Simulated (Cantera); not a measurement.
A closed system holds: 1 mol SiO₂, a varied amount of CO, 17 mol N₂, held at 1350 K and 1300 Pa.

Equilibrium computed with Cantera from the NASA thermochemical tables; the gas is ideal and each condensed phase is pure. Candidate condensed phases: C, Si, SiC, SiO₂, Si₂N₂O, Si₃N₄; 34 gas species. N₂ is the only nitrogen source here; it is nearly inert below about 1500 K, so the nitride shown seldom forms there in practice. Mutual solubility and eutectic melting of coexisting phases are not modelled. The tables hold silica as quartz up to 1696 K and as liquid above; real silica turns to tridymite and cristobalite and melts near 1996 K. Equilibrium is a limit: real reactors are often held back by kinetics, nucleation or transport.

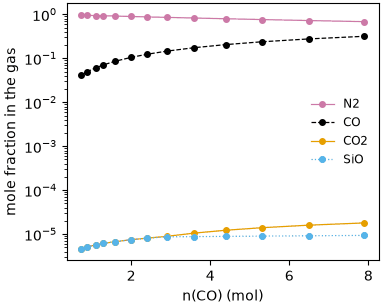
Equilibrium gas composition (values under 1e-9 drawn at 1e-9)

Question: Read off the mole fractions at 6.5 mol CO.

Answer: N₂ about 0.72, CO about 0.28, CO₂ about 1.6e-5, SiO about 9.2e-6.
